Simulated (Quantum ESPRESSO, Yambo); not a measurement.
## A GW run on SiC (F-43m) in Yambo, with inputs changed

Aim: change inputs of a GW run on SiC (F-43m) and see what moves.

Calculated with Yambo 5.3.0; PBE and many-body steps on it, plane waves.

### Step 1. Starting point

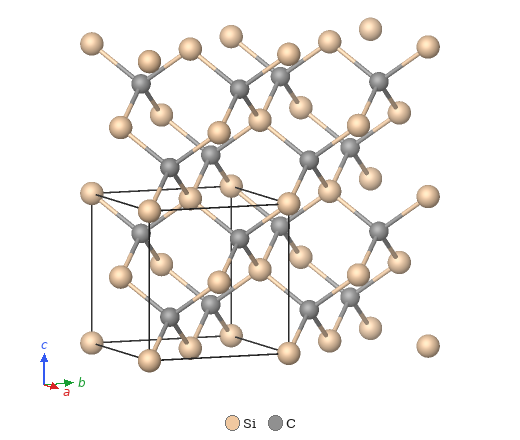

Start, viewed slightly off an axis; silicon light orange, carbon grey. 1×2×2 cells are drawn. This picture shows the conventional cell, with its axes. Bonds to atoms that aren't drawn are left out. Some periodic images of atoms are drawn too.

Structure file:

```xyz
2
Lattice="0.0000 2.1790 2.1790 2.1790 0.0000 2.1790 2.1790 2.1790 0.0000" Properties=species:S:1:pos:R:3 pbc="T T T"
Si    0.0000    0.0000    0.0000
C     1.0895    1.0895    1.0895
```

The cell and positions come from the Crystallography Open Database and are kept as given unless a step says otherwise.

### Step 2. Base

This step: Yambo 5.3.0; G0W0 on PBE, plane waves, norm-conserving pseudopotentials.

G0W0 replaces the xc potential by the self-energy, built once from these orbitals. Only a window of levels is corrected, while the sums run over the empty bands that the input names.

The input, gw2.in:

```
HF_and_locXC
gw0
dyson
ppa
em1d
rim_cut
RandQpts= 1000000
RandGvec= 1 RL
EXXRLvcs= 74 Ry
VXCRLvcs= 296 Ry
Chimod= "HARTREE"
% BndsRnXp
 1 | 58 |
%
NGsBlkXp= 10.5 Ry
% LongDrXp
 1 | 1 | 1 |
%
% GbndRnge
 1 | 58 |
%
DysSolver= "n"
ExtendOut
PPAPntXp= 27.21138 eV
% QPkrange
 1 | 1 | 3 | 6 |
 13 | 13 | 3 | 6 |
%
```

On the command line:

```
$ OMP_NUM_THREADS=1 mpirun -n 8 yambo -F gw2.in -J gw2 -C gw2 > gw2.log
```

Log:

```text
 Yambo, version 5.3.0

 [02] CORE Variables Setup
 =========================

  [... cell, symmetries and grids as in the set-up ...]

  [02.05] Energies & Occupations
  ==============================

  [X] === General ===
  [X] Electronic Temperature                        :  0.000000  0.000000 [eV K]
  [X] Bosonic    Temperature                        :  0.000000  0.000000 [eV K]
  [X] Finite Temperature mode                       : no
  [X] El. density                                   :  0.38662E+24 [cm-3]
  [X] Fermi Level                                   :  9.496070 [eV]

  [X] === Gaps and Widths ===
  [X] Conduction Band Min                           :  1.361356 [eV]
  [X] Valence Band Max                              :  0.000000 [eV]
  [X] Filled Bands                                  :   4
  [X] Empty Bands                                   :    5  136
  [X] Direct Gap                                    :  4.552961 [eV]
  [X] Direct Gap localized at k                     :  13
  [X] Indirect Gap                                  :  1.361356 [eV]
  [X] Indirect Gap between kpts                     :   1  13
  [X] Last valence band width                       :  4.386317 [eV]
  [X] 1st conduction band width                     :  5.670360 [eV]

 [03] Transferred momenta grid and indexing
 ==========================================

 IBZ Q-points                                      :  16
 BZ  Q-points                                      :  216

 K/Q-points units:
 rlu = crystal or reduced units; cc = cartesian coordinates; iku = interal k-units

 Q [ 1]         [rlu]:  0.000000  0.000000  0.000000
 Q [ 2]         [rlu]:  0.16734E-16  0.16734E-16  0.16667
 Q [ 3]         [rlu]:  0.33468E-16  0.33468E-16  0.33333
 Q [ 4]         [rlu]:  0.17304E-16  0.17304E-16 -0.50000
 Q [ 5]         [rlu]: -0.19763E-16  0.16667      0.16667
 Q [ 6]         [rlu]:  0.28560E-17  0.16667      0.33333
 Q [ 7]         [rlu]: -0.47957E-17  0.16667      0.50000
 Q [ 8]         [rlu]: -0.19076E-16  0.16667     -0.33333
 Q [ 9]         [rlu]: -0.57120E-17  0.16667     -0.16667
 Q [10]         [rlu]: -0.31459E-17  0.33333      0.33333
     [... 4 further rows ...]
 Q [15]         [rlu]:  0.166667  0.333333 -0.333333
 Q [16]         [rlu]:  0.166667 -0.500000 -0.333333

 [04] Coloumb potential Random Integration (RIM)
 ===============================================

  [04.01] RIM initialization
  ==========================

  * Diagonal components only detected *

  8 x (sBL volume)        :  0.065793 [a.u.]
  sBZ random points       :  1000000
  Points outside the sBZ  :   7968281
  RL volume               :  1.776402 [a.u.]
  Integrated volume       :  1.783474 [a.u.]

  [04.02] RIM integrals
  =====================

  Gamma point sphere radius             :  0.073228 [a.u.]
  Points outside the sphere             :   800476
  [Int_sBZ(q=0) 1/q^2]*(Vol_sBZ)^(-1/3) =:  7.776341
                                 should be <:  7.795600

  Summary of Coulomb integrals for non-metallic bands |Q|[au] RIM/Bare

  Q [1] 0.100000E-4 0.997530 * Q [2] 0.220244 1.068480
  Q [5] 0.254315 1.068537 * Q [9] 0.359656 1.030488
  Q [6] 0.421734 1.023143 * Q [3] 0.440487 1.020326
  Q [10] 0.508631 1.017560 * Q [8] 0.554267 1.014854
  Q [14] 0.568666 1.014341 * Q [7] 0.622943 1.012352
  Q [11] 0.660731 1.011710 * Q [4] 0.660731 1.011454
  Q [12] 0.719312 1.010544 * Q [15] 0.752275 1.009943
  Q [13] 0.762946 1.009481 * Q [16] 0.804216 1.008827

 [WARNING] [Xp] User bands 1-58 break level degeneracy

 [05] Dipoles
 ============

  [05.01] Setup: observables and procedures
  =========================================

 [06] Dynamic Dielectric Matrix (PPA)
 ====================================

 [SLK-Inversion]  Pools        :  2
 [SLK-Inversion]  BLACS grid   :  2  2

 [WR./gw2//ndb.pp]---------------------------------------------------------------
  Brillouin Zone Q/K grids (IBZ/BZ)                :   16  216   16  216
  RL vectors                                       :  2085 [WF]
  Coulomb cutoff potential                         : none
  Electronic Temperature                           :  0.000000 [K]
  Bosonic    Temperature                           :  0.000000 [K]
  PPA    diel. fun.  energies                      : Perdew, Burke & Ernzerhof(X)+Perdew, Burke & Ernzerhof(C)
  wavefunctions                                    : Perdew, Burke & Ernzerhof(X)+Perdew, Burke & Ernzerhof(C)
  Global Gauge                                     : length
  X matrix size                                    :   89
  X band range                                     :    1   58
  X e/h energy range                               : -1.000000 -1.000000 [eV]
  X Time ordering                                  : R
  X Hxc Kernel                                     : HARTREE
  X Drude frequency                                :  0.000000  0.000000
  X poles                                          :  100.0000 [o/o]
  RL vectors in the sum                            :  2085
  [r,Vnl] included                                 : yes
  Field direction                                  :  0.577350E-5  0.577350E-5  0.577350E-5
  BZ energy Double Grid                            : no
  BZ energy DbGd points                            : 0
  BZ Q point size factor                           : -1.000000
  X Optical Averaged directions                    : none

 [07] Local Exchange-Correlation + Non-Local Fock
 ================================================

 [VXC] Plane waves :  12039
 [EXS] Plane waves :  1471

 QP @ state[ 1 ] K range:  1  1
 QP @ state[ 1 ] b range:   3   6
 QP @ state[ 2 ] K range:  13  13
 QP @ state[ 2 ] b range:   3   6

 [xc] Functional : Perdew, Burke & Ernzerhof(X)+Perdew, Burke & Ernzerhof(C)
 [xc] LIBXC used to calculate xc functional
  PP Number of Atomic Species                      :  2
  NLCC RL compoments                               :  12039
  PP Number of Atomic Species                      :  2
  NLCC RL compoments                               :  12039

 [xc] E_xc :  -3.047449 [Ha]
      E_xc :  -6.094897 [Ry]

  Local XC kind (lXC) : Perdew, Burke & Ernzerhof(X)+Perdew, Burke & Ernzerhof(C)
  Non-Local XC kind (nlXC) : Hartree-Fock

  Corrections @ K [1] :  [eV]
 <3|nlXC|3> = -17.50940  0.14119E-17 <3|lXC|3> = -14.92963  0.000000
 <4|nlXC|4> = -17.50935 -0.68576E-18 <4|lXC|4> = -14.92963  0.75527E-15
 <5|nlXC|5> = -7.587559 -0.44225E-17 <5|lXC|5> = -13.21316  0.000000
 <6|nlXC|6> = -5.869221  0.74095E-18 <6|lXC|6> = -11.32674  0.000000

  Corrections @ K [13] :  [eV]
 <3|nlXC|3> = -17.38868  0.22759E-18 <3|lXC|3> = -13.56722  0.000000
 <4|nlXC|4> = -17.38867  0.23671E-17 <4|lXC|4> = -13.56722  0.000000
 <5|nlXC|5> = -6.436576  0.24051E-17 <5|lXC|5> = -10.50524  0.23602E-16
 <6|nlXC|6> = -6.009783 -0.24854E-17 <6|lXC|6> = -10.76975  0.000000

 [08] Dyson equation: Newton solver
 ==================================

  [08.01] G0W0 (W PPA)
  ====================

  [  GW  ] Bands range     :    1   58
  [GW/PPA] G damping       :  0.100000 [eV]

  QP @ state[ 1 ] K range:  1  1
  QP @ state[ 1 ] b range:   3   6
  QP @ state[ 2 ] K range:  13  13
  QP @ state[ 2 ] b range:   3   6

   Sc/G bands                                       :    1   58
   Sc/G damping                                     :  0.100000 ev
   Sc bands terminator                              : no
   Sx RL components                                 :  1471

   QP @ state[ 1 ] K range                          :  1  1
   QP @ state[ 1 ] b range                          :   3   6
   QP @ state[ 2 ] K range                          :  13  13
   QP @ state[ 2 ] b range                          :   3   6
   GF energies kind                                 : Perdew, Burke & Ernzerhof(X)+Perdew, Burke & Ernzerhof(C)
   GF WF`s kind                                     : Perdew, Burke & Ernzerhof(X)+Perdew, Burke & Ernzerhof(C)
   Xs energies kind                                 : Perdew, Burke & Ernzerhof(X)+Perdew, Burke & Ernzerhof(C)
   Xs WF`s kind                                     : Perdew, Burke & Ernzerhof(X)+Perdew, Burke & Ernzerhof(C)

 [11] Game Over & Game summary
```

Wall time 20 s (8 MPI ranks of Intel Xeon 6975P-C (Granite Rapids), shared host); peak memory 2.5 GiB; 2.3 min of CPU time.

Numbers from this step:

| Item | Value |
| --- | --- |
| G0W0 gap on the points computed | 2.005 eV |
| starting gap on the mesh | 1.361 eV |
| k of the valence top | 0, 0, 0 |
| k of the conduction bottom | 0, -0.5, -0.5 |
| least direct G0W0 gap on the computed points | 5.553 eV |
| Z at the valence top | 0.7978 |
| Z at the conduction bottom | 0.8235 |

The gap on the mesh goes from 1.36 eV to 2.01 eV, a correction of +0.64 eV.

### Step 3. More G vectors in the random integration

gw6.in, as its differences from gw2.in of step 2:

```diff
@@ -7,3 +7,3 @@
 RandQpts= 1000000
-RandGvec= 1 RL
+RandGvec= 59 RL
 EXXRLvcs= 74 Ry
@@ -28 +28,2 @@
 %
+QpgFull
```

On the command line:

```
$ OMP_NUM_THREADS=1 mpirun -n 8 yambo -F gw6.in -J gw6,gw2_W -C gw6 > gw6.log
```

Log:

```text
 Yambo, version 5.3.0

 [02] CORE Variables Setup
 =========================

  [... cell, symmetries and grids as in the set-up ...]

  [02.05] Energies & Occupations
  ==============================

  [X] === General ===
  [X] Electronic Temperature                        :  0.000000  0.000000 [eV K]
  [X] Bosonic    Temperature                        :  0.000000  0.000000 [eV K]
  [X] Finite Temperature mode                       : no
  [X] El. density                                   :  0.38662E+24 [cm-3]
  [X] Fermi Level                                   :  9.496070 [eV]

  [X] === Gaps and Widths ===
  [X] Conduction Band Min                           :  1.361356 [eV]
  [X] Valence Band Max                              :  0.000000 [eV]
  [X] Filled Bands                                  :   4
  [X] Empty Bands                                   :    5  136
  [X] Direct Gap                                    :  4.552961 [eV]
  [X] Direct Gap localized at k                     :  13
  [X] Indirect Gap                                  :  1.361356 [eV]
  [X] Indirect Gap between kpts                     :   1  13
  [X] Last valence band width                       :  4.386317 [eV]
  [X] 1st conduction band width                     :  5.670360 [eV]

 [03] Transferred momenta grid and indexing
 ==========================================

 IBZ Q-points                                      :  16
 BZ  Q-points                                      :  216

 K/Q-points units:
 rlu = crystal or reduced units; cc = cartesian coordinates; iku = interal k-units

 Q [ 1]         [rlu]:  0.000000  0.000000  0.000000
 Q [ 2]         [rlu]:  0.16734E-16  0.16734E-16  0.16667
 Q [ 3]         [rlu]:  0.33468E-16  0.33468E-16  0.33333
[...]
===============================================

  [04.01] RIM initialization
  ==========================

  8 x (sBL volume)        :  0.065793 [a.u.]
  sBZ random points       :  1000000
  Points outside the sBZ  :   7968281
  RL volume               :  1.776402 [a.u.]
  Integrated volume       :  1.783474 [a.u.]

  [04.02] RIM integrals
  =====================

  Gamma point sphere radius             :  0.073228 [a.u.]
  Points outside the sphere             :   800476
  [Int_sBZ(q=0) 1/q^2]*(Vol_sBZ)^(-1/3) =:  7.776341
                                 should be <:  7.795600

  Summary of Coulomb integrals for non-metallic bands |Q|[au] RIM/Bare

  Q [1] 0.100000E-4 0.997530 * Q [2] 0.220244 1.068480
  Q [5] 0.254315 1.068537 * Q [9] 0.359656 1.030488
  Q [6] 0.421734 1.023143 * Q [3] 0.440487 1.020326
[...]
Q [12] 0.719312 1.010544 * Q [15] 0.752275 1.009943
  Q [13] 0.762946 1.009481 * Q [16] 0.804216 1.008827

 [WARNING] [Xp] User bands 1-58 break level degeneracy

 [05] Dipoles
 ============

  [05.01] Setup: observables and procedures
  =========================================

 [06] Dynamic Dielectric Matrix (PPA)
 ====================================

   Sc/G bands                                       :    1   58
   Sc/G damping                                     :  0.100000 ev
   Sc bands terminator                              : no
   Sx RL components                                 :  1471

   QP @ state[ 1 ] K range                          :  1  1
   QP @ state[ 1 ] b range                          :   3   6
   QP @ state[ 2 ] K range                          :  13  13
   QP @ state[ 2 ] b range                          :   3   6
   GF energies kind                                 : Perdew, Burke & Ernzerhof(X)+Perdew, Burke & Ernzerhof(C)
   GF WF`s kind                                     : Perdew, Burke & Ernzerhof(X)+Perdew, Burke & Ernzerhof(C)
   Xs energies kind                                 : Perdew, Burke & Ernzerhof(X)+Perdew, Burke & Ernzerhof(C)
   Xs WF`s kind                                     : Perdew, Burke & Ernzerhof(X)+Perdew, Burke & Ernzerhof(C)

 [11] Game Over & Game summary
```

The job ended after 63 s (8 MPI ranks; peak memory 2.4 GiB).

This step gave:

* G0W0 gap on the points computed: 2.017 eV
* starting gap on the mesh: 1.361 eV
* k of the valence top: 0, 0, 0
* k of the conduction bottom: 0, -0.5, -0.5
* least direct G0W0 gap on the computed points: 5.561 eV
* Z at the valence top: 0.7974
* Z at the conduction bottom: 0.8233

Against G0W0 in Yambo (6×6×6 mesh, 58 bands, screening to 142.9 eV, Godby-Needs plasmon pole), the gap moves by +0.012 eV.

(Continued in part 2 of 2.)

[Paths, hosts, dates, memory and timing lines, banners, echoed tables and standing remarks are left out of the program output.]

[Logs are printed without paths, hosts, clocks, repeated set-up lines and the standing remarks that a program may print on its own settings, such as how far it seeks lower states.]

[Runs of the session that timed out or met a known fault of the program may be left out.]

[Hosts, paths, dates, database ids (printed as entryN), source tags and the programs' standing remarks are cut or masked in the printed files.]
